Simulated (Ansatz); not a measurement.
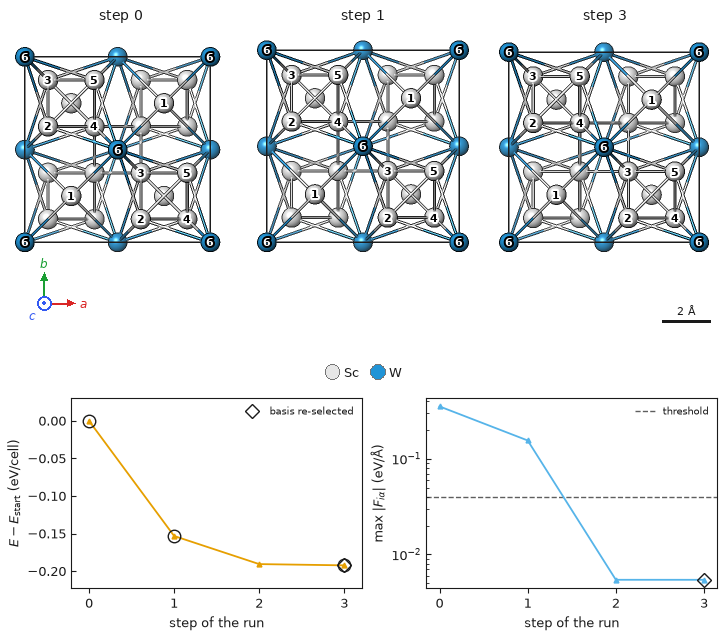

Frames of a relaxation of crystalline Sc5W (a generated structure, set up in F-43m) (coarse preliminary run), marked on the history of the run. Style: ball-and-stick. Shown: the conventional cell (4 times the calculation's cell), along the c axis. Lengths and directions refer to the drawn axes.

Computed with DFT PBE, scalar-relativistic, plane waves, PAW (Ansatz 0.2.0).

Input file:
```yaml
crystal:
  lattice:
    - [0.0, 3.94534885, 3.94534885]
    - [3.94534885, 0.0, 3.94534885]
    - [3.94534885, 3.94534885, 0.0]
  atoms:
    - { symbol: Sc, position: [0.25, 0.25, 0.25] }
    - { symbol: Sc, position: [0.125, 0.625, 0.625] }
    - { symbol: Sc, position: [0.625, 0.625, 0.625] }
    - { symbol: Sc, position: [0.625, 0.125, 0.625] }
    - { symbol: Sc, position: [0.625, 0.625, 0.125] }
    - { symbol: W, position: [0.0, 0.0, 0.0] }
basis:
  ecutwfc: 420
kpoints:
  mp_grid: { grid: [4, 4, 4] }
hamiltonian:
  xc: pbe
scf:
  occupations: { method: gaussian, width: 0.1 }
  lower_state_search: "off"
output:
  forces: true
  stress: true
  eigenvalues: true
relax:
  adjacent_minimum: "off"
  f_tol: 0.04
  max_steps: 70
  cell: { stress_tol: 0.4 }
```

Command:
```bash
ansatz run input.yaml --threads 1 --pin off --max-ram 2560MiB --backend cpu --events-out ev --progress --plain --runs-dir out
```

Question: What happens along the run?

Answer: After 2 accepted moves (3 points after the start) the energy has fallen by 0.192 eV per cell of the calculation. Largest force component: 0.35 eV/Å at the start, 0.0054 eV/Å at the end. Pressure: 5.38 GPa at the start and −0.19 GPa at the end. At 1 point the geometry stayed and the basis and grid were re-selected for the new cell (energy shift of 1.7 meV per cell of the calculation at most each time). The largest moves relative to the cell, 0.039 Å, are those of Sc2, Sc3, Sc4 and Sc5. Sc4 goes along [−1 1 1]. W stays in place. The drawn cell changes as follows: a = b = c 7.891 → 8.094 Å (+2.6 %); the volume changes by +7.9 %. Among the contacts that change: Sc2–Sc3 2.790 → 2.925 Å, Sc1–Sc2 3.271 → 3.362 Å, Sc1–W6 3.417 → 3.505 Å, Sc2–W6 3.271 → 3.349 Å. The space group stays F-43m (No. 216). From step 0 to 1: Sc atoms move most (0.06 Å), volume +11.2 %, energy −0.153 eV per cell of the calculation. From step 1 to 3: Sc atoms move most (0.02 Å), volume −2.9 %, energy −39.1 meV per cell of the calculation.

```json
{"step": "0", "E − E(0), meV/atom": "0.00", "largest force component, eV/Å": "0.3520", "pressure, GPa": "5.38", "volume, Å³/atom": "20.471", "note": ""}
{"step": "1", "E − E(0), meV/atom": "-25.52", "largest force component, eV/Å": "0.1551", "pressure, GPa": "-1.95", "volume, Å³/atom": "22.756", "note": ""}
{"step": "2", "E − E(0), meV/atom": "-31.75", "largest force component, eV/Å": "0.0054", "pressure, GPa": "-0.19", "volume, Å³/atom": "22.092", "note": ""}
{"step": "3", "E − E(0), meV/atom": "-32.03", "largest force component, eV/Å": "0.0054", "pressure, GPa": "-0.19", "volume, Å³/atom": "22.092", "note": "same geometry, new basis"}
```
